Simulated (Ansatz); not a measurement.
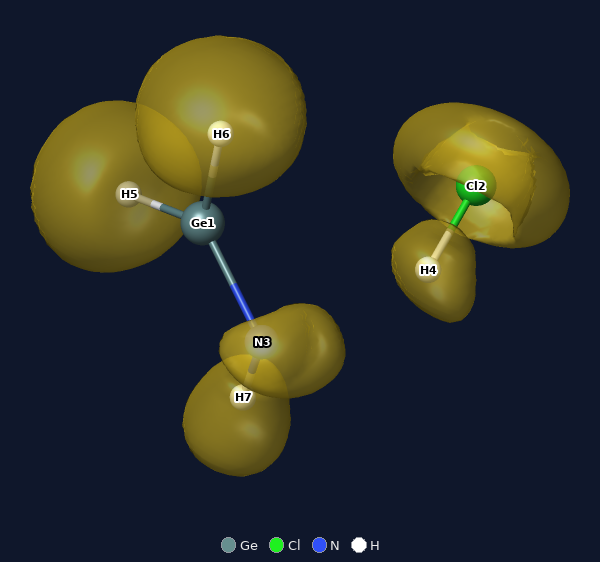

*GeH$_{3}$N···HCl. Isosurface of the ELF at 0.85 (yellow), seen across its widest extent. Only the valence region is drawn (cores and ρ < 0.01 e/Å³ removed).*

Level of theory: Ansatz, UKS B3LYP/def2-SVP.

Input

```
crystal:
  periodic: [false, false, false]
  atoms:
    - { symbol: Ge, position_ang: [-0.7523, -0.1982, 0.1621] }
    - { symbol: Cl, position_ang: [0.9307, 1.4117, 1.2963] }
    - { symbol: "N", position_ang: [0.7182, -0.5937, -0.741] }
    - { symbol: H, position_ang: [1.3627, 0.3283, -0.0211] }
    - { symbol: H, position_ang: [-1.9859, 0.595, -0.2665] }
    - { symbol: H, position_ang: [-1.0708, -1.136, 1.3032] }
    - { symbol: H, position_ang: [0.7973, -0.4069, -1.7329] }
magnetization:
  spin_polarized: true
basis:
  gaussian: { orbitals: def2-SVP }
hamiltonian:
  xc: b3lyp
relax:
  f_tol: 0.15
  max_steps: 25
  restrain:
    - { distance: [3, 1], at: 1.33, k: 30.0 }
    - { distance: [0, 1], at: 3.52, k: 30.0 }
    - { distance: [3, 2], at: 2.32, k: 30.0 }
output:
  orbitals: {}
```

Launched as:

```sh
ansatz run input.yaml --threads 2 --pin off --max-ram 3072MiB --backend cpu --events-out ev --progress --plain --runs-dir out
```

The fields are those of the run's last geometry, not of the input's.

Q: Identify the bonds, lone pairs and shells in this picture.

A: At this value the surface marks out four regions around hydrogen nuclei, one ring or bowl of non-bonding electrons around Cl and one lobe on N, pointing away from the bonds (lone pairs). Along the contacts the grid gives the following. N3···H4 (2.31 Å): the ELF dips to about 0.10 between them. Ge–N (1.72 Å): the ELF peaks at about 0.85 in the valence shell of N, 0.6 Å from its nucleus, and is about 0.40 at the midpoint.
